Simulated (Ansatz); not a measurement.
## Mending a single-point calculation on WN3H5O

System: WN3H5O.
Method of the first run: RHF/def2-TZVPP (Ansatz 0.2.0).

The run did not end well. The geometry comes from this level: PBE0-D4/def2-TZVP. Text and figures count atoms from 1; the logs count them from 0 in places.

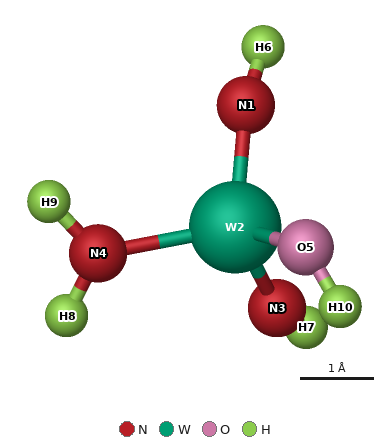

Fig. 1: The input geometry (ball-and-stick view, seen at a tilt; atoms are numbered from 1 in the order of the input). Sticks mark near contacts.

The input, the first run:
```yaml
crystal:
  periodic: [false, false, false]
  atoms:
    - {symbol: N, position_ang: [-1.341173, 0.328690, -1.244409]}
    - {symbol: W, position_ang: [0.043807, 0.181559, -0.180036]}
    - {symbol: N, position_ang: [1.253528, -0.979832, -0.696693]}
    - {symbol: N, position_ang: [-0.628385, -0.444046, 1.541689]}
    - {symbol: O, position_ang: [0.856719, 1.906715, -0.043562]}
    - {symbol: H, position_ang: [-1.930877, 0.160997, -2.042765]}
    - {symbol: H, position_ang: [1.656535, -1.677671, -1.301385]}
    - {symbol: H, position_ang: [-0.131869, -1.096957, 2.126559]}
    - {symbol: H, position_ang: [-1.590154, -0.350548, 1.826733]}
    - {symbol: H, position_ang: [1.811869, 1.971073, 0.013868]}
basis:
  gaussian: {orbitals: def2-TZVPP}
hamiltonian: {xc: {name: HF}}
correlation: {active_space: {window: {electrons: 6, orbitals: 2}}}
output: {forces: true}
```

Command:
```bash
ansatz run in.yaml --threads 4 --pin off --events-out ev --progress --plain --max-ram 10444MiB
```

Hardware: 4 threads of Arm Neoverse N1, 23 GiB of memory available, shared host.

Output (the first run):
```
Functional definition: HF
  exchange = exact_x
  correlation = 0
1558 factors; integrals over basis functions are off by at most 1.1e-3 eV
mean field evaluation 1: about -8362.5111 eV, gradient 7.6e1 eV
mean field evaluation 2: about -8362.7317 eV, gradient 7.6e1 eV
mean field evaluation 4: about -8372.7824 eV, gradient 1.3e1 eV
mean field evaluation 8: about -8373.1683 eV, gradient 1.0e0 eV
mean field evaluation 16: about -8373.1716 eV, gradient 3.4e-6 eV
mean field -8373.17156018 eV, -307.7083792969 hartree, gradient 3.4e-6 eV, S^2 0.000000; 0 other end points of the search recorded, 0 dependent functions left out
reference -8373.17156018 eV, -307.7083792969 hartree; 24, 24 occupied and 226, 226 virtual orbitals, 1558 factors
Error: 6 electrons in 2 orbitals form no window around the highest filled level of the reference
```

Q: What should be changed in this input?

A: The input was spoiled on purpose: the active space doesn't fit the electrons and spin. The run did not converge: “6 electrons in 2 orbitals form no window around the highest filled level of the reference” Its last values are not results.

A run of the same system that converges differs from this input as follows (lines with − go, lines with + come):
```diff
-hamiltonian: {xc: {name: HF}}
-correlation: {active_space: {window: {electrons: 6, orbitals: 2}}}
-output: {forces: true}
+hamiltonian: {xc: {name: B2PLYP}}
```

Output (the second run):
```
Functional definition: B2PLYP
  parameter a = 0.53
  parameter c = 0.27
  exchange = (1 - a)*b88_x + a*exact_x
  correlation = (1 - c)*lyp_c + c*(mp2_os + mp2_ss)
1558 factors; integrals over basis functions are off by at most 1.1e-3 eV
mean field evaluation 1: about -8391.7132 eV, gradient 1.0e2 eV
mean field evaluation 2: about -8391.8346 eV, gradient 1.0e2 eV
mean field evaluation 4: about -8407.8014 eV, gradient 3.6e1 eV
mean field evaluation 8: about -8410.5125 eV, gradient 5.2e-1 eV
mean field evaluation 16: about -8410.5432 eV, gradient 2.7e-3 eV
mean field -8410.54319748 eV, -309.0817616363 hartree, gradient 2.7e-6 eV, S^2 0.000000; 0 other end points of the search recorded, 0 dependent functions left out
4 core orbitals not correlated: weight in the atoms' cores, before any rotation towards them, 1.000 or more for the frozen orbitals, at most 0.000 for the correlated occupied ones
reference -8410.54336644 eV, -309.0817678457 hartree; 20, 20 occupied and 226, 226 virtual orbitals, 1558 factors
second order -46.83182377 eV of doubles, -0.00000000 eV of singles
Total energy: -8423.18795886 eV, -309.5464480462 hartree
```

The two runs side by side:

| quantity | the first run | the second run |
| --- | --- | --- |
| outcome | not converged | converged |
| total energy (hartree) | – | −309.546448 |
| basis functions | – | 250 |
| wall time (shared host) | 4.2 s | 11 s |
